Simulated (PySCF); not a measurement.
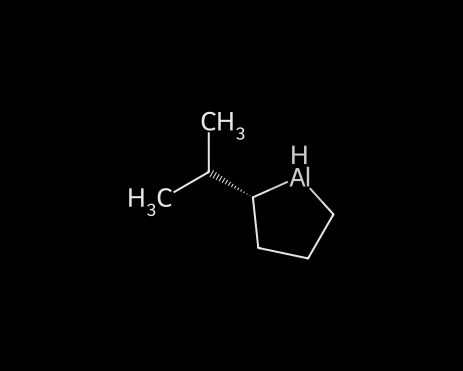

A structural formula.

Transcribe the drawing into SMILES.

Answer. CC(C)[C@H]1CC[CH2][AlH]1

What is the molecular formula?

Answer. C7H15Al.

An optimisation with PBE0-D3(BJ)/def2-SVP gave a structure of which point group?

Answer. C1.

More results for the same structure follow; atom numbers are the same in all pictures, views and colours differ. The geometry was computed by an optimisation with PBE0-D3(BJ)/def2-SVP. No frequency run is at hand to confirm it as a minimum.

## Shape

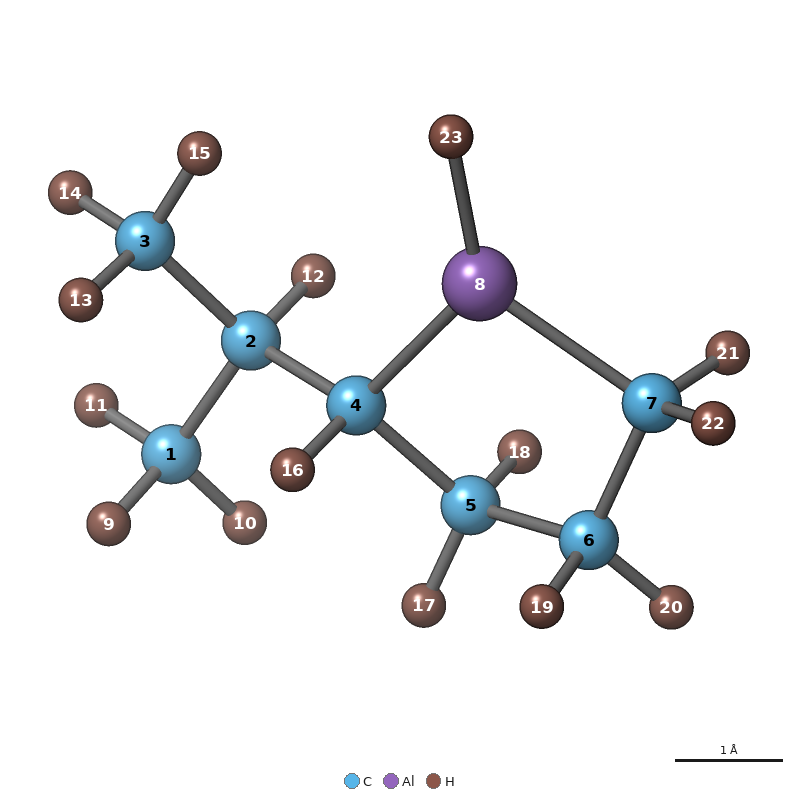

The atoms are numbered. No frequency run is at hand to confirm it as a minimum.

What is the geometry at C5?

Answer. C5 has 4 neighbours (C4 at 1.54, C6 at 1.54, H17 at 1.10, H18 at 1.11 Å); the arrangement is tetrahedral.

What is the geometry at C3?

Answer. C3 has 4 neighbours (C2 at 1.53, H13 at 1.10, H14 at 1.10, H15 at 1.10 Å); the arrangement is tetrahedral.

What is the geometry at C6?

Answer. C6 has 4 neighbours (C5 at 1.54, C7 at 1.54, H19 at 1.11, H20 at 1.10 Å); the arrangement is tetrahedral.

What is the geometry at C2?

Answer. C2 has 4 neighbours (C1 at 1.53, C3 at 1.53, C4 at 1.53, H12 at 1.11 Å); the arrangement is tetrahedral.

What is the dihedral angle C5–C6–C7–Al8?

Answer. 36° in size, that is gauche.

## NMR shielding

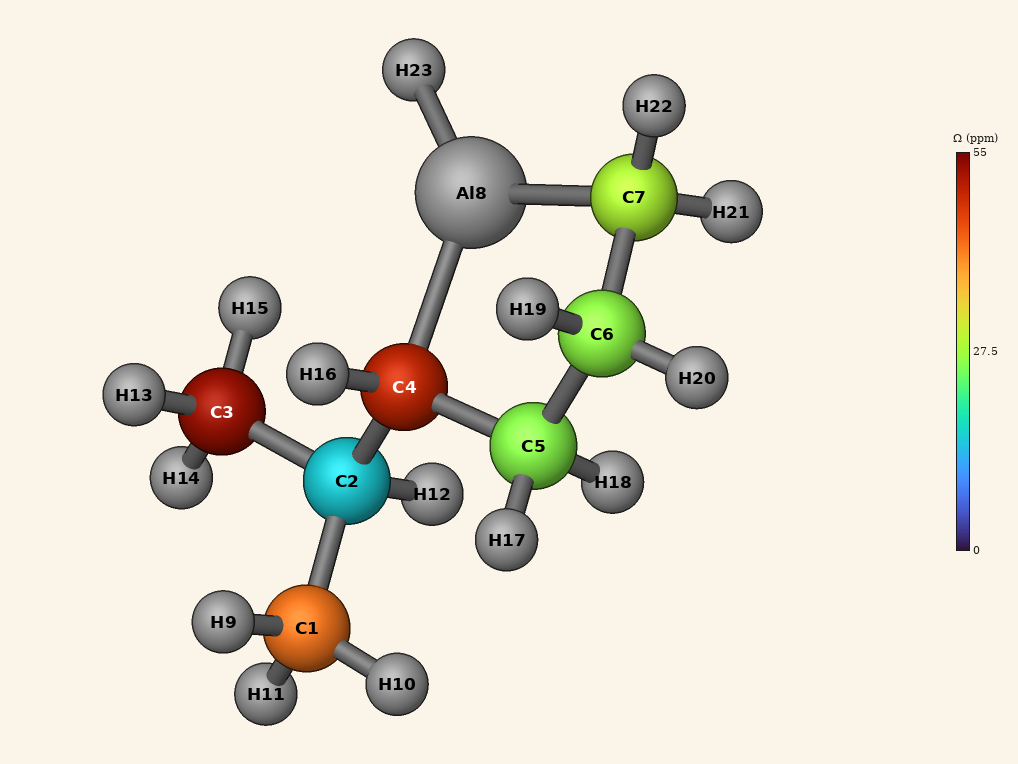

The C atoms are coloured by the span of their shielding tensor. No frequency run is at hand to confirm it as a minimum. Method: GIAO PBE0/pcSseg-1 NMR shielding, non-relativistic, gas phase (PySCF 2.14.0). Principal shieldings σ11 ≤ σ22 ≤ σ33, span Ω = σ33 − σ11, skew κ = 3(σiso − σ22)/Ω.

Give the shielding tensors of the C atoms.

```json
{"atom": "C1", "σ11": "141.7", "σ22": "152.8", "σ33": "183.4", "σiso": "159.3", "Ω": "41.7", "κ": "0.47"}
{"atom": "C2", "σ11": "144.6", "σ22": "149.6", "σ33": "160.3", "σiso": "151.5", "Ω": "15.7", "κ": "0.36"}
{"atom": "C3", "σ11": "132.2", "σ22": "148.8", "σ33": "184.6", "σiso": "155.2", "Ω": "52.4", "κ": "0.37"}
{"atom": "C4", "σ11": "118.9", "σ22": "141.8", "σ33": "168.2", "σiso": "143.0", "Ω": "49.4", "κ": "0.07"}
{"atom": "C5", "σ11": "134.5", "σ22": "149.2", "σ33": "160.3", "σiso": "148.0", "Ω": "25.9", "κ": "−0.14"}
{"atom": "C6", "σ11": "141.6", "σ22": "156.0", "σ33": "167.9", "σiso": "155.1", "Ω": "26.3", "κ": "−0.09"}
{"atom": "C7", "σ11": "158.8", "σ22": "166.7", "σ33": "187.5", "σiso": "171.0", "Ω": "28.6", "κ": "0.45"}
```

Shieldings and span in ppm.

## Excitation

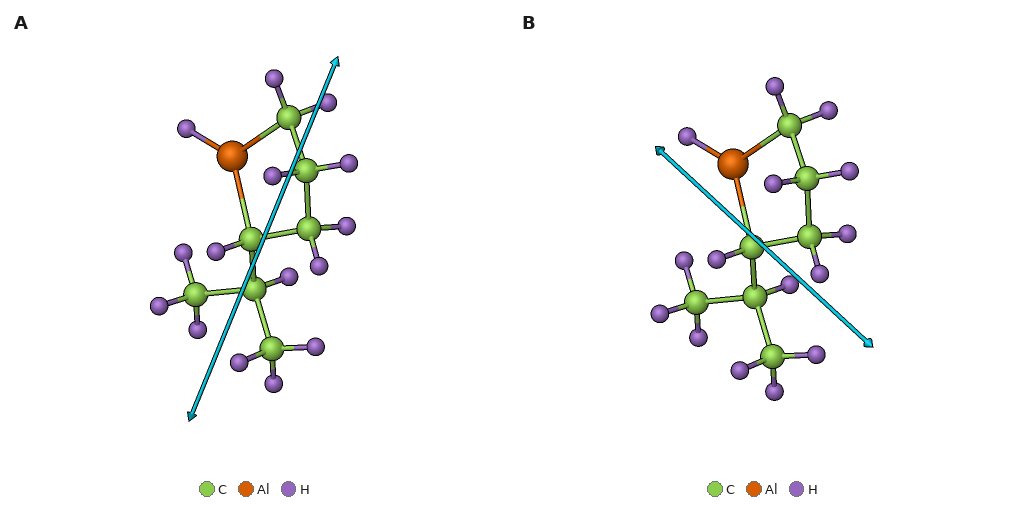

The double arrows show the directions of two transition dipoles from the ground state (lengths mean nothing). No frequency run is at hand to confirm it as a minimum. Method: TDDFT B3LYP/def2-SVPD, vertical, gas phase, core orbitals frozen in the response (PySCF 2.14.0).

One belongs to singlet state 3 and one to singlet state 4. Which is which?

Answer. A: state 3, 5.75 eV (216 nm), oscillator strength 0.019, mainly HOMO → LUMO+1 (weight 0.98).
B: state 4, 6.31 eV (197 nm), oscillator strength 0.030, mainly HOMO → LUMO+2 (weight 0.96).

## Ring current

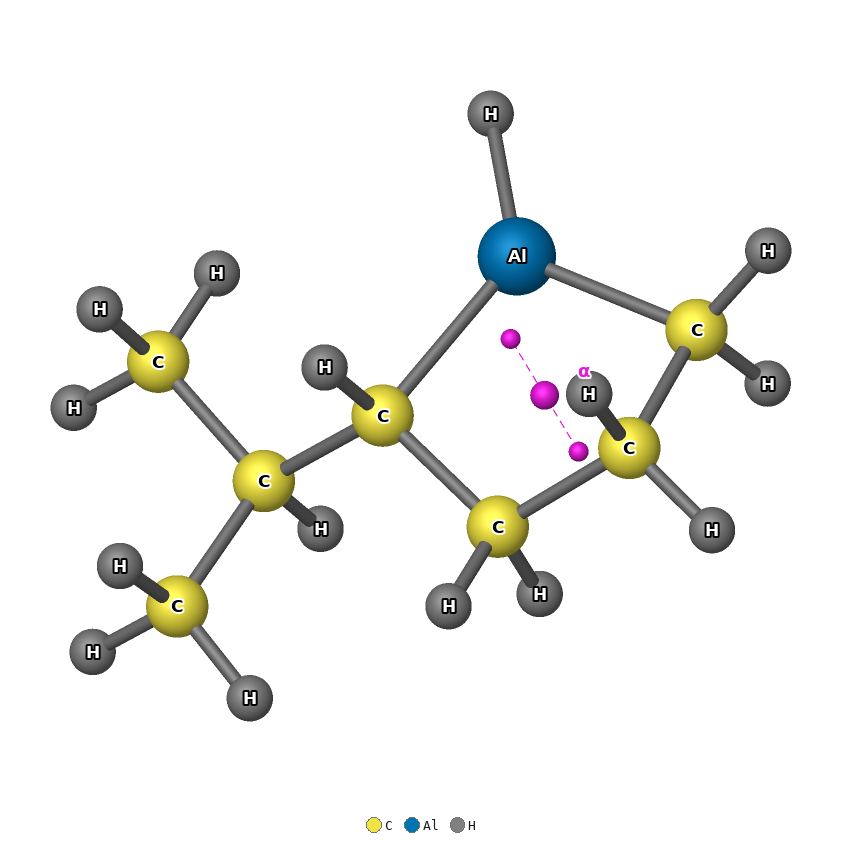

The small points mark where nucleus-independent chemical shifts (NICS) were computed: at the centre of each lettered ring and 1 Å above and below it. No frequency run is at hand to confirm it as a minimum. Level of theory: GIAO PBE0/pcSseg-1 NMR shielding, non-relativistic, gas phase (PySCF 2.14.0).

Give NICS(0), NICS(1) and the out-of-plane component NICS(1)zz for each ring (means of the two sides).

| ring | members | NICS(0) | NICS(1) | NICS(1)zz |
| --- | --- | --- | --- | --- |
| α | C4Al | −2.8 | −2.8 | −0.8 |

Values in ppm.

What do the values say about the ring currents?

Answer. Ring α: weak, as in a non-aromatic ring. NICS is one index among several.
